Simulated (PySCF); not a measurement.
```yaml
atoms:
  - { symbol: Na, position_ang: [0.0000, 0.0000, -0.6818] }
  - { symbol: Li, position_ang: [0.0000, 0.0000, 2.2342] }
```

The calculation used PBE0/jorge-DZP-DKH, spin-free X2C-1e, Gaussian nucleus, at a bond length of 2.916 Å in PySCF.

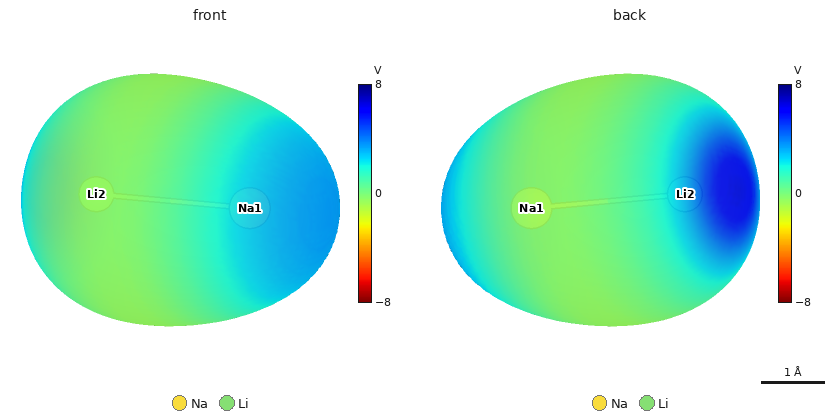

NaLi. The molecular electrostatic potential painted on the density surface at 0.002 e/bohr³, seen from the front and from behind; red is negative and blue positive.

Q: Describe the electrostatic potential map.

A: The most negative region (about −0.5 V, or −12 kcal/mol for a unit charge) lies over Na1, the most positive (about +6.3 V, or +145 kcal/mol for a unit charge) over Li2.
